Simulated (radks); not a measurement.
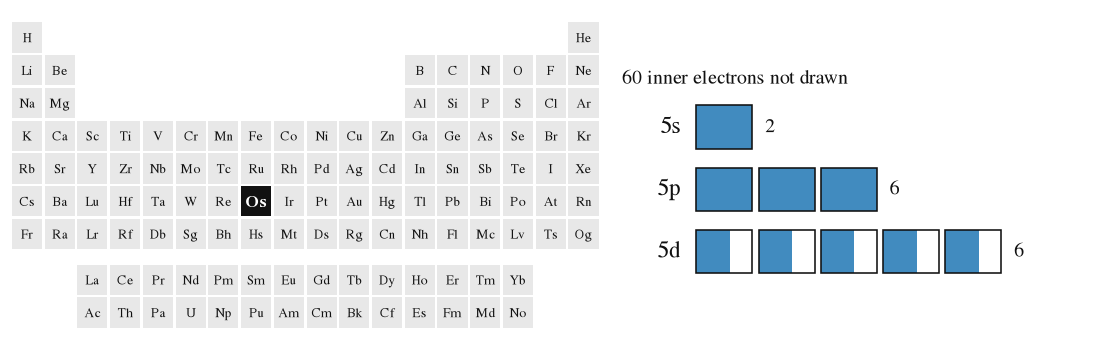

**Figure 1.** Left, the place of osmium in the periodic table; right, the outer shells as the input fills them: a box for each of the 2l + 1 orbitals, shaded by the share of the shell that is filled, with the electron count at the right.

# Atomic calculation for Os²⁺

- system: the Os²⁺ ion in the configuration [Xe] 4f14 5d6 (high spin).
- method: scalar-relativistic Kohn-Sham, LDA (Slater exchange, Perdew-Wang correlation), spin-polarised, spherical densities, finite nucleus (the in-house radial solver radks)

**Input**
```
Z 76
configuration [Xe] 4f14 5d6
relativity scalar-relativistic
functional lda,pw
spin polarised
nucleus finite rms 5.4126 fm
c 137.035999084
```

Energies in input and log are in hartree, lengths in bohr (the nuclear radius in fm).

Hardware: 1 CPU thread, shared host.

Launched within a batch (the task file carries these settings):
```bash
python <driver script> task.json out
```

**Log**
```
1s      1   1.0000       -2712.18237828
2s      1   1.0000        -472.95588968
2p      1   3.0000        -412.20694379
3s      1   1.0000        -110.53089421
3p      1   3.0000         -92.68512175
3d      1   5.0000         -72.67441445
4s      1   1.0000         -23.79791981
4p      1   3.0000         -17.93945889
4d      1   5.0000         -10.65469905
4f      1   7.0000          -2.55703990
5s      1   1.0000          -4.03078500
5p      1   3.0000          -2.54148560
5d      1   5.0000          -0.88888521
1s      2   1.0000       -2712.18234224
2s      2   1.0000        -472.94781940
2p      2   3.0000        -412.20020027
3s      2   1.0000        -110.52706162
3p      2   3.0000         -92.68105012
3d      2   5.0000         -72.66840462
4s      2   1.0000         -23.78967397
4p      2   3.0000         -17.93115706
4d      2   5.0000         -10.64470340
4f      2   7.0000          -2.54066166
5s      2   1.0000          -3.96734610
5p      2   3.0000          -2.46304669
5d      2   1.0000          -0.79960162
Etot -17239.991802001605
Ekin 19095.27705211418
Encl -42681.71410467455
Eh 6674.399331647349
Exc -327.95408108858146
err 5.163271849771973e-09
it 16
```

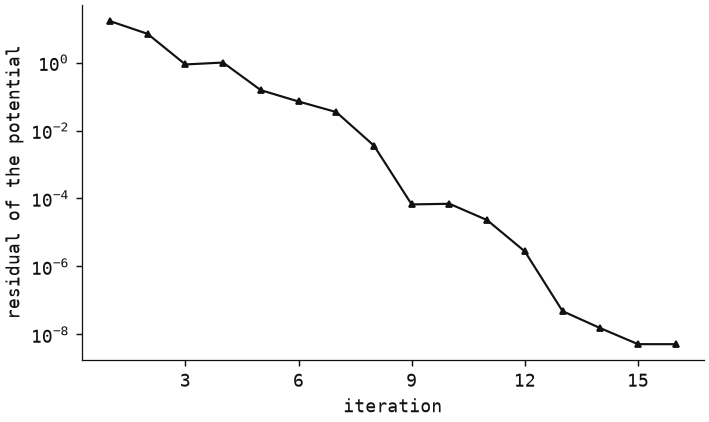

**Figure 2.** Convergence: residual of the potential against the iteration. The residual falls almost steadily, with no more than small rises or pauses. It goes from 17 to 5.2×10⁻⁹ in 16 steps.

**Orbitals**

```tsv
orbital	occupation	energy (eV)	⟨r⟩ (bohr)	outer maximum (bohr)
1s up	1	−73802.2	0.01775	0.0110
1s down	1	−73802.2	0.01775	0.0110
2s up	1	−12869.8	0.07495	0.0635
2s down	1	−12869.6	0.07495	0.0635
2p up	3	−11216.7	0.06729	0.0522
2p down	3	−11216.5	0.06729	0.0522
3s up	1	−3007.7	0.1941	0.179
3s down	1	−3007.6	0.1941	0.179
3p up	3	−2522.1	0.1947	0.177
3p down	3	−2522.0	0.1947	0.177
3d up	5	−1977.6	0.1763	0.144
3d down	5	−1977.4	0.1763	0.144
4s up	1	−647.574	0.4321	0.405
4s down	1	−647.350	0.4321	0.405
4p up	3	−488.158	0.4597	0.425
4p down	3	−487.932	0.4597	0.425
4d up	5	−289.929	0.4894	0.435
4d down	5	−289.657	0.4891	0.435
5s up	1	−109.683	1.008	0.914
5s down	1	−107.957	1.003	0.911
4f up	7	−69.581	0.5578	0.405
5p up	3	−69.157	1.170	1.03
4f down	7	−69.135	0.5552	0.405
5p down	3	−67.023	1.164	1.03
5d up	5	−24.188	1.689	1.35
5d down	1	−21.758	1.714	1.34
```

**Slater integrals of the outer shells (hartree)**

```tsv
integral	value
F0(5d,5d)	0.5359
F2(5d,5d)	0.2769
F4(5d,5d)	0.1823
F0(5d,5p)	0.6200
F2(5d,5p)	0.2999
G1(5d,5p)	0.3552
G3(5d,5p)	0.2189
F0(5d,4f)	0.6965
F2(5d,4f)	0.1571
F4(5d,4f)	0.0727
G1(5d,4f)	0.0552
G3(5d,4f)	0.0498
G5(5d,4f)	0.0393
F0(5p,5p)	0.7690
F2(5p,5p)	0.4139
F0(5p,4f)	0.9453
F2(5p,4f)	0.2970
G2(5p,4f)	0.1227
G4(5p,4f)	0.1010
F0(4f,4f)	1.6479
```

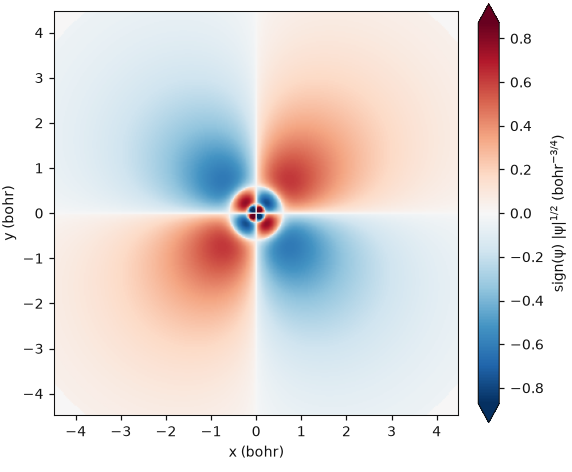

**Figure 3.** The 5d(xy) orbital of down spin. The radial function comes from the spherical calculation and is multiplied by a real spherical harmonic; the overall sign is chosen so that the largest lobe of P(r) is positive; at the scalar-relativistic level it is the large component. In the xy plane through the nucleus, the colour gives the signed square root of ψ. It has the nodal planes xz and yz and 2 radial nodes, at r = 0.203 and 0.601 bohr. The outermost maximum of P² lies at 1.34 bohr, ⟨r⟩ = 1.71 bohr, 90 % of the charge lies within 2.66 bohr, and the eigenvalue is −21.8 eV, with 1 electron in the shell for this spin.

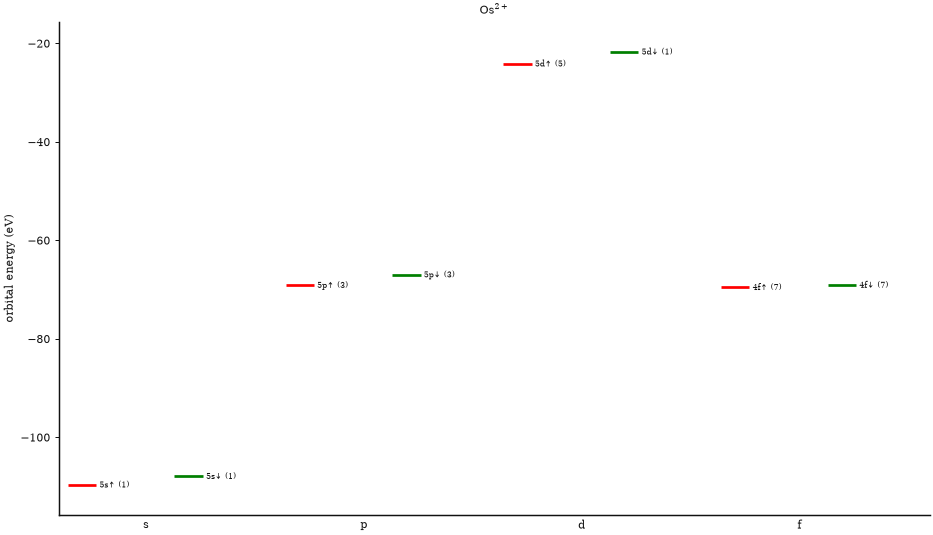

**Figure 4.** The outer levels are drawn by angular momentum (occupations in brackets, up spins at the left of each column and down spins at the right). The highest occupied level is 5d down at −21.8 eV. The highest 6 occupied levels, from the top down, are 5d down (−21.8 eV), 5d up (−24.2 eV), 5p down (−67.0 eV), 4f down (−69.1 eV), 5p up (−69.2 eV), 4f up (−69.6 eV). The largest exchange splitting (down less up) among the shells drawn in both spins is that of 5d, 2.43 eV.

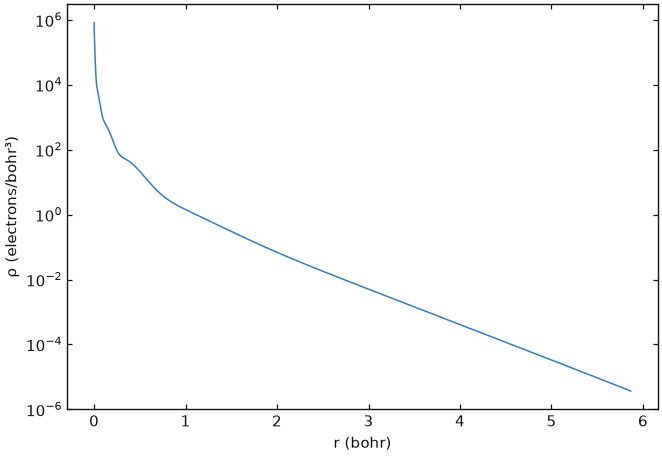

**Figure 5.** The electron density ρ(r) on a logarithmic scale. The density falls from 830000 electrons/bohr³ at the inner end (r = 0.00066 bohr) to 0.001 at r = 3.65 bohr, a common measure of the size of an atom or ion. The highest occupied orbital, 5d down (⟨r⟩ = 1.71 bohr, −21.8 eV), is also the most diffuse and sets the fall-off far out: over the last part drawn ln ρ falls by 2.5 per bohr, against 2√(−2ε) = 2.5 for the pure exponential. The steps in the slope mark the shells; the radial density has its minima at 0.023, 0.098 and 0.28 bohr.

**Key numbers**

- outcome: converged
- total energy: −17239.9918 hartree
- kinetic energy: 19095.2771 hartree
- electron–nucleus energy: −42681.7141 hartree
- Hartree energy: 6674.3993 hartree
- exchange–correlation energy: −327.954081 hartree
- radius at density 0.001 e/bohr³: 3.65 bohr
- SCF iterations: 16
